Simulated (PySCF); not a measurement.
**CoF₃: rigid scans about the minimum**

How stiff is CoF₃ (quintet) against rigid distortions? The scans start from its PBE0 minimum.

Computed with PySCF 2.14.0. Level: PBE0, basis Co def2-SVP, F def2-SVP, no relativity, density fitting.

### Step 1. Starting geometry

4 atoms, charge 0, spin multiplicity 5.

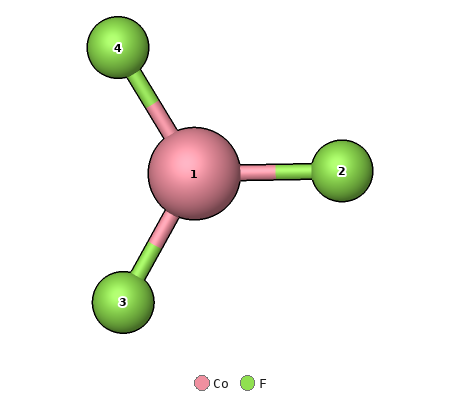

The starting geometry (cobalt pink, fluorine green); atoms are numbered from 1 in the order of the file.

Z-matrix (Å, degrees; charge 0 multiplicity 5):
```
Co
F  1 1.7236
F  1 1.7236 2 120.00
F  1 1.7236 2 120.00 3 180.00
```

### Step 2. Breathing scan

One driver script runs all scans and calls PySCF for each point, on a (75, 302) grid.

Run with:

```
OMP_NUM_THREADS=2 python axn.py task.json out
```

A rigid scan with PBE0: all bonds to the central atom are scaled together. Each point starts from its neighbour's orbitals, and energies count from the minimum.

```
scale of all bonds to the centre  energy (kJ/mol)  dipole size (D)  ⟨S²⟩
                            0.88            276.0             0.00  6.01
                            0.92            106.0             0.00  6.01
                            0.96             23.1             0.00  6.01
                            1.00              0.0             0.00  6.01
                            1.04             18.0             0.00  6.01
                            1.08             64.0             0.00  6.01
                            1.14            165.5             0.00  6.01
                            1.22            328.3             0.01  6.01
                            1.35            581.4             0.00  6.04
```

The scan ran for 18 s (2 threads of Arm Neoverse V2, shared host).

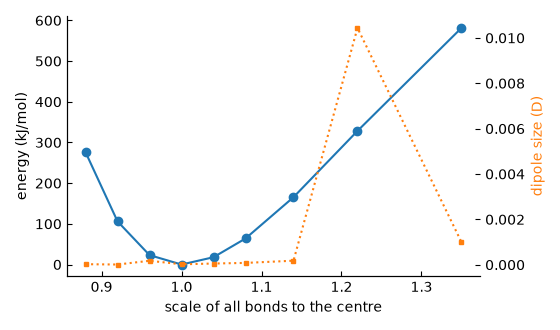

Energy (circles) and dipole moment (squares) along the scan.

### Step 3. Stretching one bond

A rigid scan with PBE0: the bond from Co to the last atom (F) is scaled and the rest held.

```
scale of one bond  energy (kJ/mol)  dipole size (D)  ⟨S²⟩
             0.92             32.1             0.64  6.01
             0.96              7.0             0.31  6.01
             1.00              0.0             0.00  6.01
             1.05              8.3             0.36  6.01
             1.12             39.6             0.81  6.01
             1.20             89.0             1.23  6.01
             1.35            183.2             1.18  6.02
             1.55            265.1             0.04  6.04
             1.80            314.6             1.32  6.03
             2.20            339.3             3.00  6.02
```

The scan took 22 s.

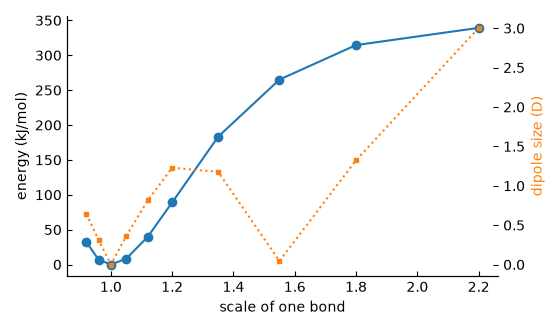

Energy (circles) and dipole moment (squares) along the scan.

### Step 4. Umbrella curve

A rigid scan with PBE0: angle between each bond and the threefold axis, bonds fixed.

| angle of the bonds to the threefold axis (°) | energy (kJ/mol) | dipole size (D) | ⟨S²⟩ |
| --- | --- | --- | --- |
| 55 | 191.3 | 5.68 | 6.01 |
| 60 | 126.5 | 5.00 | 6.01 |
| 65 | 80.4 | 4.25 | 6.01 |
| 70 | 47.5 | 3.46 | 6.01 |
| 75 | 24.8 | 2.62 | 6.01 |
| 80 | 10.6 | 1.76 | 6.01 |
| 85 | 2.5 | 0.89 | 6.01 |
| 90 | 0.0 | 0.00 | 6.01 |

The scan took 15 s.

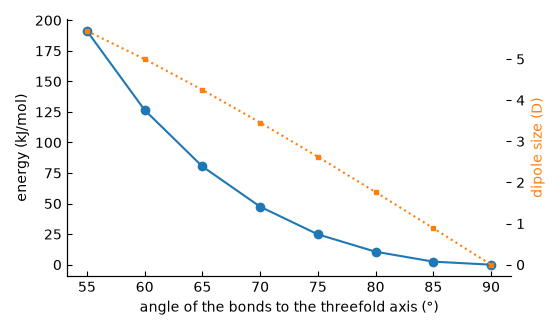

Energy (circles) and dipole moment (squares) along the scan.

### Step 5. What came out

```
            quantity        value
all bonds 4 % longer  18.0 kJ/mol
one bond 20 % longer  89.0 kJ/mol
```

**Reading.** Shortening all bonds by 4 % costs 23.1 kJ/mol and lengthening them 18.0: the wall is steeper on the short side. Other spin states or occupations of the open shell can lie lower.
